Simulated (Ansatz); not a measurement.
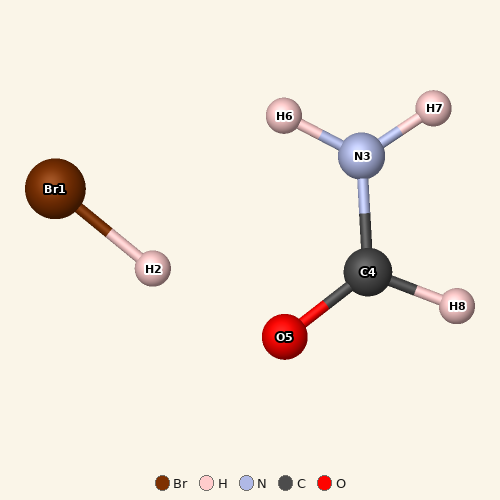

The system is the pair BrH···CH₃NO; the picture shows the reference structure. 
- The turn is about an axis along (−0.35, −0.94, 0.03) in the frame of the relaxed pair, normal to the line between the partners.
- First axis: distance O5···Br1. Second axis: turn of Br1, H2 about O5.
- The scan uses a 9 × 9 grid. At 12 points there is no value (left out of the scan, as a rule where atoms come close).
- Points are written as (first, second).
- Energies: kJ/mol, counted from the two partners far apart, frozen as in the relaxed pair, each in its own basis (no counterpoise correction).
- These are results of RHF-MP2, frozen core/def2-SVPD (Ansatz), not measurements.

Its coordinates:

```json
{"atom": "Br", "x (Å)": "0.0758", "y (Å)": "-0.1269", "z (Å)": "-2.8595"}
{"atom": "H", "x (Å)": "-0.6901", "y (Å)": "0.1964", "z (Å)": "-1.6607"}
{"atom": "N", "x (Å)": "0.7486", "y (Å)": "-0.2524", "z (Å)": "0.6646"}
{"atom": "C", "x (Å)": "-0.5054", "y (Å)": "0.2150", "z (Å)": "0.8388"}
{"atom": "O", "x (Å)": "-1.2955", "y (Å)": "0.4742", "z (Å)": "-0.0708"}
{"atom": "H", "x (Å)": "1.1072", "y (Å)": "-0.4168", "z (Å)": "-0.2708"}
{"atom": "H", "x (Å)": "1.3428", "y (Å)": "-0.4435", "z (Å)": "1.4584"}
{"atom": "H", "x (Å)": "-0.7834", "y (Å)": "0.3541", "z (Å)": "1.9001"}
```

Range: distance O5···Br1 from 2.659 to 5.259 Å; turn of Br1, H2 about O5 from −60 to 60°.

### What will the energy surface look like?

The lowest grid point is at (3.317 Å, 0°), −42 kJ/mol from the two partners far apart, frozen as in the relaxed pair, each in its own basis (no counterpoise correction). The bottom of the well lies between grid points, at about (3.17 Å, −1°), about 1.6 kJ/mol lower on the interpolated surface. It is the only kind of minimum in the scanned range. The highest grid point, (3.644 Å, 45°), lies 881 kJ/mol above the lowest.

```csv
"turn of Br1, H2 about O5 ↓, distance O5···Br1 →",2.659,2.800,3.032,3.317,3.644,4.005,4.397,4.815,5.259
60,–,–,–,–,–,–,–,250,54
45,–,–,–,–,839,467,216,71,19
30,–,491,318,178,87,37,12,2,−1
15,56,18,−12,−24,−25,−20,−14,−9,−5
0,2,−25,−41,−42,−34,−24,−16,−10,−6
−15,14,−16,−36,−38,−32,−24,−16,−11,−7
−30,29,−4,−29,−34,−30,−23,−16,−11,−7
−45,39,3,−24,−32,−29,−22,−15,−11,−7
−60,43,6,−22,−31,−28,−21,−15,−10,−7
```

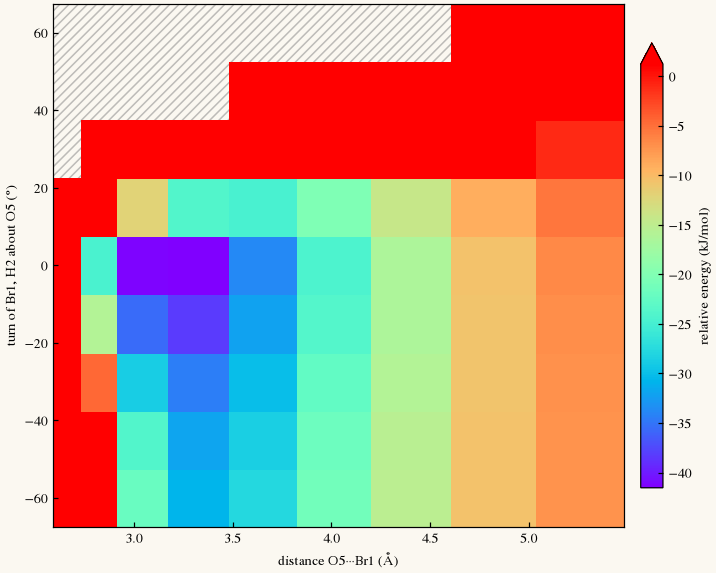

In the figure: one coloured cell a grid point, one colour for all values above the top of the scale, hatched blanks where no value was computed.

Time for the 69 points that were run: 15 min on 1 thread of Arm Neoverse V2 (shared host).
